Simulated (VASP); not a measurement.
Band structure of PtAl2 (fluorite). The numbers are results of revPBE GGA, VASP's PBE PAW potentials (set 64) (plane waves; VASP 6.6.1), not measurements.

Unless said otherwise, spin-orbit coupling is left out, though it shifts the bands of the heavy elements here.

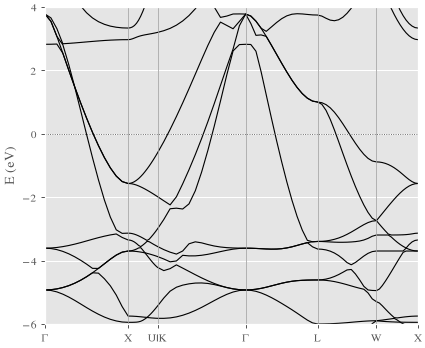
Figure. Bands along high-symmetry lines, zero at the valence-band maximum or, without a gap, the Fermi level

Task: Read the plot: is there a gap, and where are the band edges?

Result: It has no gap at this level: it comes out as a metal or semimetal. (Edges off the drawn lines would not show.)

The compound is PtAl2 in the fluorite structure. It was relaxed first.
